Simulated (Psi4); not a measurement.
**CH2GeN (SMILES N#[C][GeH2]): UPBE/def2-SVPD**

What is the vertical electron affinity of CH2GeN at UPBE/def2-SVPD? 

The results are computed with Psi4 1.11.

### 1 Starting point

CH2GeN: 5 atoms, total charge 0, spin state doublet. As SMILES, `N#[C][GeH2]`. The coordinates come from a PBE0-D4/def2-TZVP relaxation.

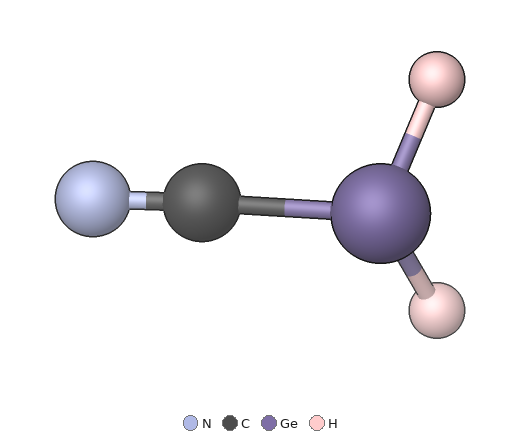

The structure, seen from a chosen angle (nitrogen light blue, carbon dark grey, germanium purple, hydrogen pink).

### 2 Energy and forces at UPBE/def2-SVPD

The input, ch2gen.json:

```json
{
 "schema_name": "qcschema_input",
 "schema_version": 1,
 "molecule": {
  "schema_name": "qcschema_molecule",
  "schema_version": 2,
  "symbols": ["N", "C", "Ge", "H", "H"],
  "geometry": [3.00598735, -1.9450951, 2.44379382, 1.58434638, -1.01270423, 1.07789978, -0.59696448, 0.45617989, -1.3985863, -3.13486667, -0.94108361, -1.31506041, -0.76401627, 3.30399716, -0.88609258],
  "molecular_charge": 0,
  "molecular_multiplicity": 2,
  "fix_symmetry": "c1"
 },
 "driver": "gradient",
 "model": {
  "method": "pbe",
  "basis": "def2-SVPD"
 },
 "keywords": {
  "reference": "uks",
  "puream": true,
  "e_convergence": 1e-09,
  "d_convergence": 1e-08,
  "scf_type": "pk",
  "dft_radial_points": 99,
  "dft_spherical_points": 590,
  "maxiter": 100
 }
}
```

Run with:

```bash
psi4 --qcschema ch2gen.json -n 1 --memory 2200MB
```

stdout, cut to the lines that bear on the results:

```text
[...]
  Running in c1 symmetry.
[...]
  Nuclear repulsion =  137.584871333245644
[...]
  Multiplicity = 2
[...]
  Nalpha       = 24
  Nbeta        = 23
[...]
    Number of basis functions: 94
[...]
   @UKS iter   1: -2168.72245931483030   -1.83749e+00   2.68257e-02 DIIS/ADIIS
[...]
   @UKS iter  14: -2170.24028027263557   -5.91172e-12   5.79920e-09 DIIS
[...]
   @S^2 Observed:                7.520668483E-01
[...]
    Orbital Energies [Eh]
    ---------------------
    Alpha Occupied:
       1A   -397.066270     2A    -49.197103     3A    -43.825263
       4A    -43.824126     5A    -43.823357     6A    -14.007627
       7A     -9.933247     8A     -6.016380     9A     -4.236324
      10A     -4.233720    11A     -4.231116    12A     -1.141671
      13A     -1.140729    14A     -1.139029    15A     -1.137034
      16A     -1.136864    17A     -0.826536    18A     -0.567653
      19A     -0.408451    20A     -0.360834    21A     -0.331426
      22A     -0.314781    23A     -0.314164    24A     -0.223112
    Alpha Virtual:
      25A     -0.051576    26A     -0.045209    27A     -0.024876
[...]
  @UKS Final Energy: -2170.24028027263557
   => Energetics <=
    Nuclear Repulsion Energy =            137.5848713332456441
    One-Electron Energy =               -3292.8687926916381912
    Two-Electron Energy =                1076.5816123644617619
    DFT Exchange-Correlation Energy =     -91.5379712787047879
    Empirical Dispersion Energy =           0.0000000000000000
    VV10 Nonlocal Energy =                  0.0000000000000000
    Total Energy =                      -2170.2402802726355731
[...]
 Multipole Moments:
 ------------------------------------------------------------------------------------
     Multipole            Electronic (a.u.)      Nuclear  (a.u.)        Total (a.u.)
 ------------------------------------------------------------------------------------
 L = 1.  Multiply by 2.5417464519 to convert [e a0] to [Debye]
 Dipole X            :         -2.4626415            1.5306108           -0.9320307
 Dipole Y            :          1.8310897           -1.2157286            0.6153611
 Dipole Z            :         -4.5020162            3.5658863           -0.9361298
 Magnitude           :                                                    1.4572885
[...]
  -Total Gradient:
     Atom            X                  Y                   Z
    ------   -----------------  -----------------  -----------------
       1       -0.032537055942     0.021321423982    -0.031086758238
       2        0.030204170580    -0.019751338255     0.028407982520
       3       -0.002018981279     0.000767396164     0.003507106987
       4        0.004040038236     0.002160927653    -0.000075966938
       5        0.000310689419    -0.004497806926    -0.000752020463
[...]
```

The result, in JSON:

```text
{
 "driver": "gradient",
 "model": {
  "method": "pbe",
  "basis": "def2-SVPD"
 },
 "success": true,
 "return_result": [-0.03253705594183398, 0.021321423981744636, -0.03108675823795448, 0.030204170580092615, -0.019751338255396295, 0.02840798252030441, -0.002018981278578226, 0.0007673961637939281, 0.0035071069865661997, 0.004040038235846061, 0.0021609276530684535, -7.596693827087079e-05, 0.00031068941870498676, -0.0044978069260656894, -0.0007520204625191748],
 "properties": {
  "calcinfo_nbasis": 94,
  "calcinfo_nmo": 94,
  "calcinfo_nalpha": 24,
  "calcinfo_nbeta": 23,
  "calcinfo_natom": 5,
  "nuclear_repulsion_energy": 137.58487133324564,
  "return_energy": -2170.2402802726356,
  "return_gradient": [-0.03253705594183398, 0.021321423981744636, -0.03108675823795448, 0.030204170580092615, -0.019751338255396295, 0.02840798252030441, -0.002018981278578226, 0.0007673961637939281, 0.0035071069865661997, 0.004040038235846061, 0.0021609276530684535, -7.596693827087079e-05, 0.00031068941870498676, -0.0044978069260656894, -0.0007520204625191748],
  "scf_one_electron_energy": -3292.868792691638,
  "scf_two_electron_energy": 1076.5816123644618,
  "scf_xc_energy": -91.53797127870479,
  "scf_dipole_moment": [-0.9320307063056676, 0.6153611444046243, -0.9361298299063345],
  "scf_total_energy": -2170.2402802726356,
  "scf_total_gradient": [-0.03253705594183398, 0.021321423981744636, -0.03108675823795448, 0.030204170580092615, -0.019751338255396295, 0.02840798252030441, -0.002018981278578226, 0.0007673961637939281, 0.0035071069865661997, 0.004040038235846061, 0.0021609276530684535, -7.596693827087079e-05, 0.00031068941870498676, -0.0044978069260656894, -0.0007520204625191748],
  "scf_iterations": 14
 }
}
```

It took 18 s on 1 thread of Intel Xeon 6975P-C (Granite Rapids), shared host; peak memory 1 GiB.

### 3 The singlet anion at the same level

The input, job.dat:

```
memory 2.2 GB

molecule system {
  -1 1
  N      1.590700    -1.029300     1.293200
  C      0.838400    -0.535900     0.570400
  Ge    -0.315900     0.241400    -0.740100
  H     -1.658900    -0.498000    -0.695900
  H     -0.404300     1.748400    -0.468900
  symmetry c1
}

set globals {
  basis def2-SVPD
  puream true
  e_convergence 1e-09
  d_convergence 1e-08
  scf_type pk
  dft_radial_points 99
  dft_spherical_points 590
}

e_tot, wfn = gradient('pbe', return_wfn=True)
oeprop(wfn, 'QUADRUPOLE', 'MULLIKEN_CHARGES', 'WIBERG_LOWDIN_INDICES', title='PBE')
```

Run with:

```bash
psi4 -n 1 job.dat job.out
```

job.out, cut to the lines that bear on the results:

```text
[...]
  Running in c1 symmetry.
[...]
  Nuclear repulsion =  137.584871191227109
[...]
  Multiplicity = 1
[...]
  Nalpha       = 24
  Nbeta        = 24
[...]
    Number of basis functions: 94
[...]
   @RKS iter   1: -2168.49976316254379   -1.61480e+00   2.77401e-02 ADIIS/DIIS
[...]
   @RKS iter  14: -2170.30731342383297   -2.72848e-12   5.06763e-09 DIIS
[...]
  @RKS Final Energy: -2170.30731342383297
   => Energetics <=
    Nuclear Repulsion Energy =            137.5848711912271085
    One-Electron Energy =               -3304.4932792793752014
    Two-Electron Energy =                1088.3727698947088811
    DFT Exchange-Correlation Energy =     -91.7716752303942087
    Empirical Dispersion Energy =           0.0000000000000000
    VV10 Nonlocal Energy =                  0.0000000000000000
    Total Energy =                      -2170.3073134238329658
[...]
  -Total Gradient:
     Atom            X                  Y                   Z
    ------   -----------------  -----------------  -----------------
       1       -0.048076403064     0.030858798279    -0.039555209476
       2        0.049581052579    -0.029786562112     0.020606326113
       3       -0.022918918693     0.007739503804     0.050012842150
       4        0.013294736167     0.000220070979    -0.015062816230
       5        0.008118497903    -0.009031224627    -0.016001212293
[...]
 Multipole Moments:
 ------------------------------------------------------------------------------------
     Multipole            Electronic (a.u.)      Nuclear  (a.u.)        Total (a.u.)
 ------------------------------------------------------------------------------------
 L = 1.  Multiply by 2.5417464519 to convert [e a0] to [Debye]
 Dipole X            :         -2.3206251            1.5306108           -0.7900143
 Dipole Y            :          1.7038668           -1.2157286            0.4881382
 Dipole Z            :         -4.0285045            3.5658863           -0.4626182
 Magnitude           :                                                    1.0375052
 L = 2.  Multiply by 1.3450342976 to convert [e a0^2] to [Debye ang]
 Quadrupole XX       :       -130.0538209           98.9657149          -31.0881060
 Quadrupole XY       :         61.7172971          -58.4449138            3.2723833
[...]
```

Wall time 13 s (1 thread of Intel Xeon 6975P-C (Granite Rapids), shared host); peak memory 1 GiB.

### 4 What came out

Level: UPBE/def2-SVPD.

| quantity | value |
| --- | --- |
| doublet CH2GeN: total energy | -2170.24028 Eh |
| doublet CH2GeN: dipole moment | 3.70 D |
| doublet CH2GeN: HOMO energy (highest over α and β) | -6.07 eV |
| doublet CH2GeN: LUMO energy (lowest over α and β) | -4.73 eV |
| doublet CH2GeN: ⟨S²⟩ | 0.752 |
| doublet CH2GeN: largest force on an atom | 2.561 eV/Å |
| singlet anion: total energy | -2170.30731 Eh |
| singlet anion: HOMO energy | 1.09 eV |
| singlet anion: LUMO energy | 3.91 eV |
| singlet anion: HOMO–LUMO gap (to an unbound level, set by the basis) | 2.82 eV |
| singlet anion: largest force on an atom | 3.573 eV/Å |
| vertical electron affinity (to the singlet anion) | 1.824 eV |

What this shows: At fixed nuclei the extra electron is bound by 1.82 eV (42 kcal/mol). The largest force (doublet CH2GeN) is 2.56 eV/Å: the shape isn't a stationary point for this species at this level. Mulliken charges (singlet anion) run from -0.93 on Ge3 to +0.08 on H4; in a basis this large or diffuse they mean little. The HOMO (singlet anion) lies at positive energy, 1.09 eV, as semi-local functionals often give for anions; only total energies tell whether the electron is bound.
